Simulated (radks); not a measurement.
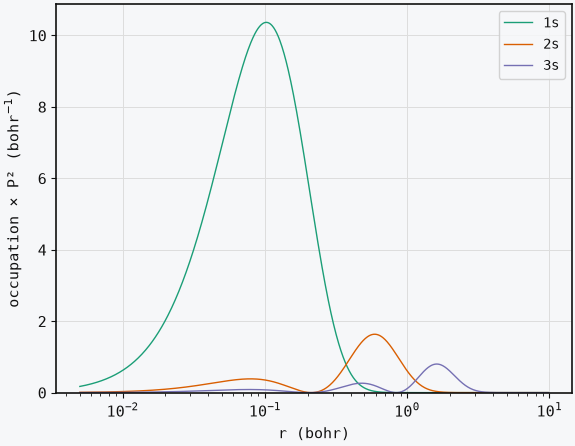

The neon ion Ne⁶⁺ in the configuration [He] 2s1 3s1. Computed with the in-house radial solver radks: scalar-relativistic Kohn-Sham, r2SCAN, spin-unpolarised, spherical densities, finite nucleus.

The plot shows the radial probability densities P² of 2s, 3s and 1s, each times its occupation.

**Read the plot.**

1s: outer maximum at 0.102 bohr, ⟨r⟩ = 0.156 bohr, 0 nodes, eigenvalue −1074 eV; 2s: outer maximum at 0.591 bohr, ⟨r⟩ = 0.694 bohr, 1 node, eigenvalue −204.9 eV; 3s: outer maximum at 1.61 bohr, ⟨r⟩ = 1.70 bohr, 2 nodes, eigenvalue −79.0 eV.
